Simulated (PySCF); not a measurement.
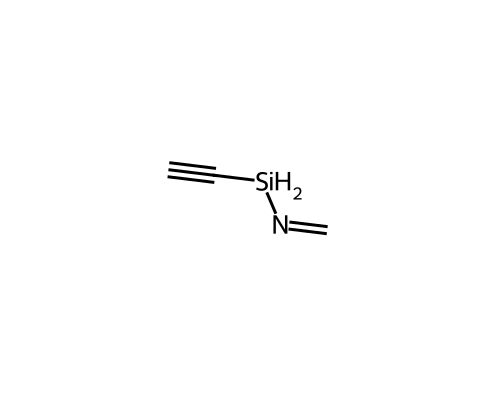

The drawing above gives the connectivity. Computed geometry: PBE0-D3(BJ)/def2-SVP optimisation. No frequency run is at hand to confirm it as a minimum.

What does the molecule look like in three dimensions?

Formula C₃H₅NSi. As SMILES it reads `C#C[SiH2]N=C`. It has no ring. Among its groups: alkyne, imine, Si–H bond, Si–N bond. The point group is Cs. Coordination: 2 C linear; 1 Si tetrahedral; 1 N bent; 1 C trigonal planar.

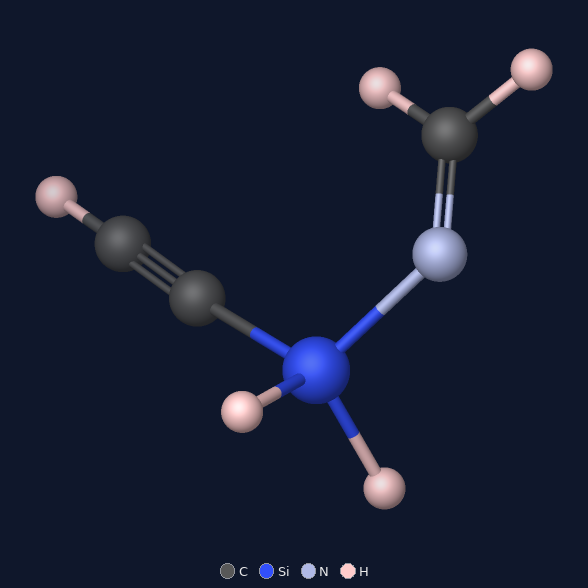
